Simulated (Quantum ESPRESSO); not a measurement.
# Magnetic state of CoPS3 from several starts

A self-consistent run ends on one state, which hangs on the start. Several orders of CoPS3 are started in Quantum ESPRESSO and their energies compared.

Program: Quantum ESPRESSO 7.5. Level of theory: PBEsol; plane waves with GBRV 1.5 PBEsol potentials, no spin-orbit coupling. Results are calculated unless marked as measured.

Experimental background.

“The magnetic properties and structure of the quasi-two-dimensional antiferromagnet CoPS3” (2017, arxiv:1706.07989) reports for CoPS3, monoclinic layered, by single-crystal neutron diffraction (D10) (single crystal, mostly single-domain, 4 K): moment (total ordered moment per Co, refined from D10 data) 3.36 ± 0.09 μB [refined total moment including orbital part; model-dependent, the other refinement of the …].

Report form: the programs' logs are mostly left out.

**1. The structure**

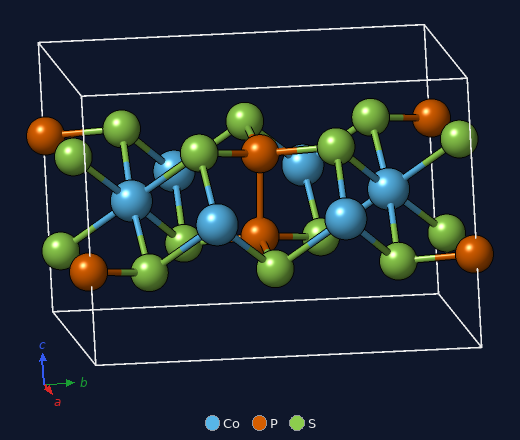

The cell as given, slightly off an axis (cobalt blue, phosphorus orange, sulfur green). This picture shows the conventional cell, with its axes. Some periodic images of atoms are drawn too.

Coordinates:

```cif
data_structure
_symmetry_space_group_name_H-M 'P 1'
_symmetry_Int_Tables_number 1
_cell_length_a 5.7696
_cell_length_b 5.7696
_cell_length_c 6.8596
_cell_angle_alpha 98.086
_cell_angle_beta 98.086
_cell_angle_gamma 119.991
_cell_volume 189.79
loop_
_atom_site_label
_atom_site_type_symbol
_atom_site_fract_x
_atom_site_fract_y
_atom_site_fract_z
_atom_site_occupancy
Co1 Co 0.33328 0.66672 0.50000 1
Co2 Co 0.66672 0.33328 0.50000 1
P3 P 0.05566 0.05566 0.66432 1
P4 P 0.94434 0.94434 0.33568 1
S5 S 0.07270 0.42739 0.71739 1
S6 S 0.57261 0.92730 0.28261 1
S7 S 0.28110 0.28110 0.28185 1
S8 S 0.71890 0.71890 0.71815 1
S9 S 0.42739 0.07270 0.71739 1
S10 S 0.92730 0.57261 0.28261 1
```

The cell comes from Materials Project 2023-11-01, a database of computed structures, and need not be the stable phase.

**2. Start 1: ferro ++**

The signs are those of the starting moments on the seeded atoms, the atoms that are given a moment.

pw.in

```
&CONTROL
  calculation = 'scf'
  prefix = 'pwscf'
  outdir = './tmp'
  pseudo_dir = './pseudo'
  disk_io = 'nowf'
/
&SYSTEM
  ibrav = 0
  celldm(1) = 8
  nat = 10
  ntyp = 3
  ecutwfc = 40
  ecutrho = 280
  nbnd = 56
  occupations = 'smearing'
  smearing = 'fd'
  degauss = 0.00367493
  nspin = 2
  starting_magnetization(1) = 0.1765
  starting_magnetization(2) = 0
  starting_magnetization(3) = 0
/
&ELECTRONS
  conv_thr = 2d-08
  electron_maxstep = 150
  mixing_beta = 0.3
/
ATOMIC_SPECIES
Co     58.9332 co_pbesol_v1.2.uspp.F.UPF
P      30.9738 p_pbesol_v1.5.uspp.F.UPF
S      32.0600 s_pbesol_v1.4.uspp.F.UPF
CELL_PARAMETERS alat
   0.6815325614355   -1.1802364824711    0.0000000000000
   0.6815325614355    1.1802364824711    0.0000000000000
  -0.4557709969944    0.0000000000000    1.5549306698146
ATOMIC_POSITIONS crystal
Co      0.3332840000    0.6667160000    0.5000000000
Co      0.6667160000    0.3332840000    0.5000000000
P       0.0556550000    0.0556550000    0.6643210000
P       0.9443450000    0.9443450000    0.3356790000
S       0.0727000000    0.4273870000    0.7173930000
S       0.5726130000    0.9273000000    0.2826070000
S       0.2811000000    0.2811000000    0.2818470000
S       0.7189000000    0.7189000000    0.7181530000
S       0.4273870000    0.0727000000    0.7173930000
S       0.9273000000    0.5726130000    0.2826070000
K_POINTS automatic
4 4 4 0 0 0
```

The run is started by

```console
> OMP_NUM_THREADS=1 mpirun -n 4 pw.x -nk 4 -in pw.in > pw.out
```

Elapsed: 2.3 min, on 4 MPI ranks of Intel Xeon Platinum 8488C (Sapphire Rapids), shared host; peak memory 1.1 GiB.

Spin moment in the atom's sphere by atom:

| atom | spin moment in the atom's sphere (μB) |
| --- | --- |
| Co1 | 0.700 |
| Co2 | 0.700 |
| P3 | 0.029 |
| P4 | 0.029 |
| S5 | 0.016 |
| S6 | 0.016 |
| S7 | 0.016 |
| S8 | 0.016 |
| S9 | 0.016 |
| S10 | 0.016 |

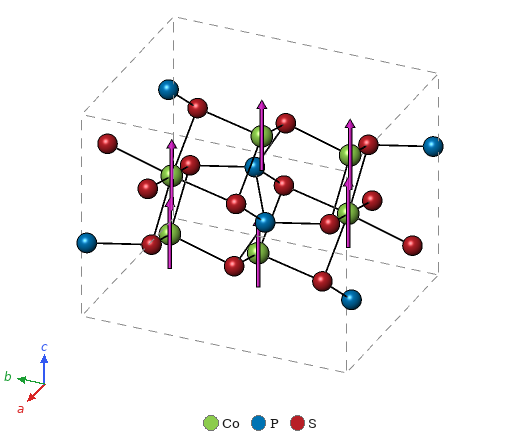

Spin moment in the atom's sphere as arrows, the longest 0.700 μB. Up and down stand for the sign. Arrows give size and sign along the axis of quantisation, drawn up and down the page. Some periodic images of atoms are drawn too.

Read from the output:

```yaml
smearing_term_ts: 0.03061 eV
magnetization: 1.791 μB
absolute_magnetization: 1.986 μB
final_state: ferromagnetic
```

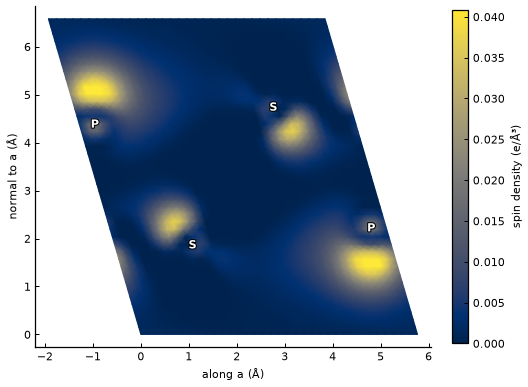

Spin density in the ac plane of the conventional cell at fractional y = 0.000, with atoms of P and S within 0.2 Å of it.

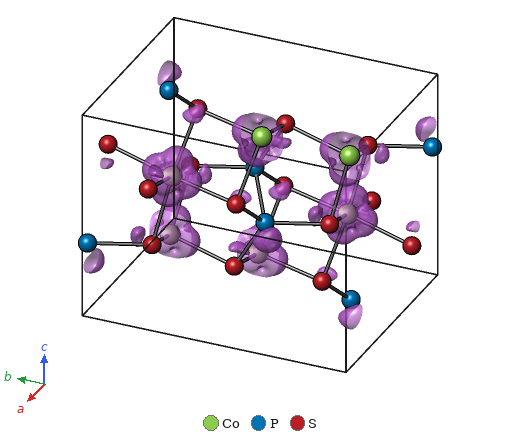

Surface of spin density = 0.028 e/Å³, which holds about 70 % of the integral of its size.

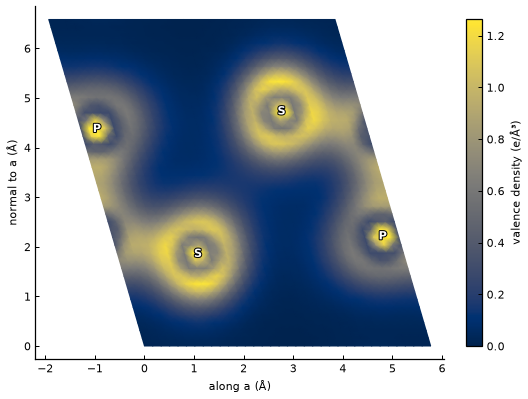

Valence density in the ac plane of the conventional cell at fractional y = 0.000, with atoms of P and S within 0.2 Å of it. It is the smooth field of the valence electrons, not physical close to the nuclei.

**3. Run 2 (antiferro +−)**

Changes to pw.in since step 2:

```diff
@@ -11,6 +11,6 @@
   nat = 10
-  ntyp = 3
+  ntyp = 4
   ecutwfc = 40
   ecutrho = 280
-  nbnd = 56
+  nbnd = 53
   occupations = 'smearing'
@@ -20,4 +20,5 @@
   starting_magnetization(1) = 0.1765
-  starting_magnetization(2) = 0
+  starting_magnetization(2) = -0.1765
   starting_magnetization(3) = 0
+  starting_magnetization(4) = 0
 /
@@ -29,3 +30,4 @@
 ATOMIC_SPECIES
-Co     58.9332 co_pbesol_v1.2.uspp.F.UPF
+Co1    58.9332 co_pbesol_v1.2.uspp.F.UPF
+Co2    58.9332 co_pbesol_v1.2.uspp.F.UPF
 P      30.9738 p_pbesol_v1.5.uspp.F.UPF
@@ -37,4 +39,4 @@
 ATOMIC_POSITIONS crystal
-Co      0.3332840000    0.6667160000    0.5000000000
-Co      0.6667160000    0.3332840000    0.5000000000
+Co1     0.3332840000    0.6667160000    0.5000000000
+Co2     0.6667160000    0.3332840000    0.5000000000
 P       0.0556550000    0.0556550000    0.6643210000
```

It took 3.2 min on 4 MPI ranks; peak memory 1.1 GiB; 13 min of CPU time.

Spin moment in the atom's sphere by atom:

| atom | spin moment in the atom's sphere (μB) |
| --- | --- |
| Co1 | 0.111 |
| Co2 | -0.140 |
| P3 | -0.001 |
| P4 | -0.001 |
| S5 | -0.001 |
| S6 | -0.001 |
| S7 | 0.000 |
| S8 | 0.000 |
| S9 | 0.000 |
| S10 | 0.000 |

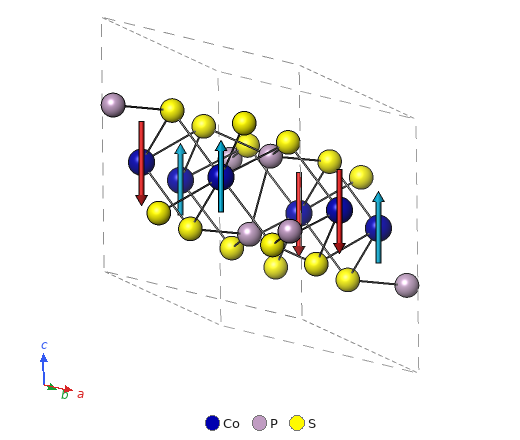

Spin moment in the atom's sphere as arrows, the longest 0.14 μB. Up and down stand for the sign. Arrows give size and sign along the axis of quantisation, drawn up and down the page. The two directions have two colours. Some periodic images of atoms are drawn too.

This step gave:

* smearing term TS: 0.04869 eV
* magnetization: -0.037 μB
* absolute magnetization: 0.309 μB
* final state: weakly magnetic

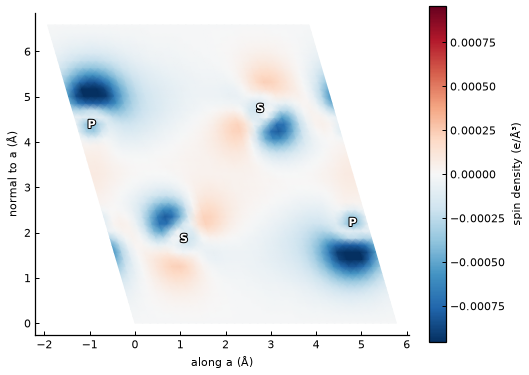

Spin density in the ac plane of the conventional cell at fractional y = 0.000, with atoms of P and S within 0.2 Å of it.

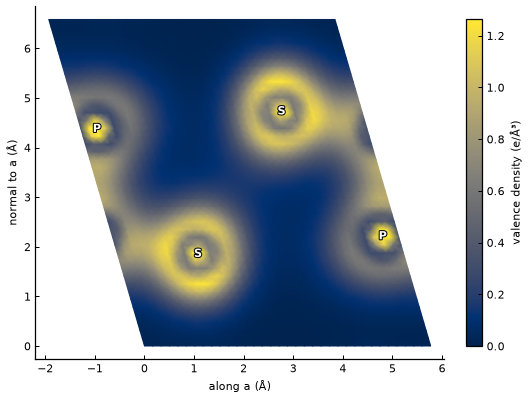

Valence density in the ac plane of the conventional cell at fractional y = 0.000, with atoms of P and S within 0.2 Å of it. It is the smooth field of the valence electrons, not physical close to the nuclei.

**4. The states side by side**

An order is kept where moments of 0.15 μB or more survive with the typed signs; meshes match where a doubled cell samples the same k points as the first cell.

Weakly magnetic means a largest site moment between 0.06 and 0.15 μB, which need not be converged. Orders:

| start | final state | typed order kept | energy over the lowest (meV a seeded atom) | largest site moment (μB) | net moment (μB a cell of the first run) | mesh matched | CPU time (s) |
| --- | --- | --- | --- | --- | --- | --- | --- |
| ferro ++ | ferromagnetic | yes | 0 | 0.7001 | 1.791 | yes | 541.1 |
| antiferro +- | weakly magnetic | no | 9.931 | 0.14 | 0.03717 | yes | 772.4 |

**5. The lowest state again, with its states saved**

Changes to pw.in since step 3:

```diff
@@ -5,3 +5,3 @@
   pseudo_dir = './pseudo'
-  disk_io = 'nowf'
+  disk_io = 'low'
 /
@@ -11,6 +11,6 @@
   nat = 10
-  ntyp = 4
+  ntyp = 3
   ecutwfc = 40
   ecutrho = 280
-  nbnd = 53
+  nbnd = 60
   occupations = 'smearing'
@@ -20,5 +20,4 @@
   starting_magnetization(1) = 0.1765
-  starting_magnetization(2) = -0.1765
+  starting_magnetization(2) = 0
   starting_magnetization(3) = 0
-  starting_magnetization(4) = 0
 /
@@ -30,4 +29,3 @@
 ATOMIC_SPECIES
-Co1    58.9332 co_pbesol_v1.2.uspp.F.UPF
-Co2    58.9332 co_pbesol_v1.2.uspp.F.UPF
+Co     58.9332 co_pbesol_v1.2.uspp.F.UPF
 P      30.9738 p_pbesol_v1.5.uspp.F.UPF
@@ -39,4 +37,4 @@
 ATOMIC_POSITIONS crystal
-Co1     0.3332840000    0.6667160000    0.5000000000
-Co2     0.6667160000    0.3332840000    0.5000000000
+Co      0.3332840000    0.6667160000    0.5000000000
+Co      0.6667160000    0.3332840000    0.5000000000
 P       0.0556550000    0.0556550000    0.6643210000
```

Wall time 2.1 min (4 MPI ranks); peak memory 1.1 GiB.

This step gave:

- smearing term TS: 0.03062 eV
- magnetization: 1.791 μB
- absolute magnetization: 1.986 μB
- final state: ferromagnetic
- largest moment: 0.7001 μB

**6. Projections on atomic orbitals**

projwfc.x projects the saved states on orthogonalised atomic orbitals of the pseudopotential files.

The job ended after 3.6 s (4 MPI ranks; peak memory 0.5 GiB; 14 s of CPU time).

| atom | moment in the sphere (μB) | Löwdin moment (μB) | Löwdin charge (e) |
| --- | --- | --- | --- |
| Co1 | 0.700 | 0.710 | 17.745 |
| Co2 | 0.700 | 0.710 | 17.745 |
| P3 | 0.029 | 0.072 | 4.355 |
| P4 | 0.029 | 0.072 | 4.355 |
| S5 | 0.016 | 0.033 | 5.810 |
| S6 | 0.016 | 0.033 | 5.810 |
| S7 | 0.016 | 0.032 | 5.824 |
| S8 | 0.016 | 0.032 | 5.824 |
| S9 | 0.016 | 0.033 | 5.810 |
| S10 | 0.016 | 0.033 | 5.810 |

**7. Results**

```json
{
  "lowest state found": "ferromagnetic (from ferro ++)",
  "largest site moment": "0.700 μB",
  "next state with moments": "weakly magnetic, 9.93 meV a seeded atom higher"
}
```

What this shows: The largest moment reads 0.70 μB in the sphere and 0.71 μB by Löwdin projection; a site moment hangs on how space is shared out. Only these 2 starts were compared; other wavevectors, canted and longer-period orders were not. A computed site moment is spin alone and hangs on the region that is counted: the program's spheres do not touch and miss the tail of the moment. Measured moments hold any orbital part as well, and belong to the order of the sample, which need not be the order of this run. No Hubbard term acts here. In such compounds local and semilocal functionals without one often delocalise the d electrons, and can shrink or lose moments and miss the size, sign and order of the couplings.

Computed beside measured:

| quantity | measured | in the sphere | Löwdin |
| --- | --- | --- | --- |
| moment (Co) (μB) | 3.36 | 0.70 (-79.2 %) | 0.71 (-78.9 %) |

Measured values from arxiv:1706.07989 (2017).

How well it matches: For the moment, of the levels listed nearest comes Löwdin (-78.9 %) and farthest in the sphere (-79.2 %). No cell relaxation is part of this session.

[Logs and program files are shortened in this print: banners, set-up blocks, solver, clock and traceback lines can be left out without a mark of their own.]

[Logs are printed without paths, hosts, clocks, repeated set-up lines and the standing remarks that a program may print on its own settings, such as how far it seeks lower states.]

[Hosts, paths, dates, database ids (printed as entryN), source tags and the programs' standing remarks are cut or masked in the printed files.]

[Where a cell is said to come from a database of computed structures, the database is the Materials Project.]
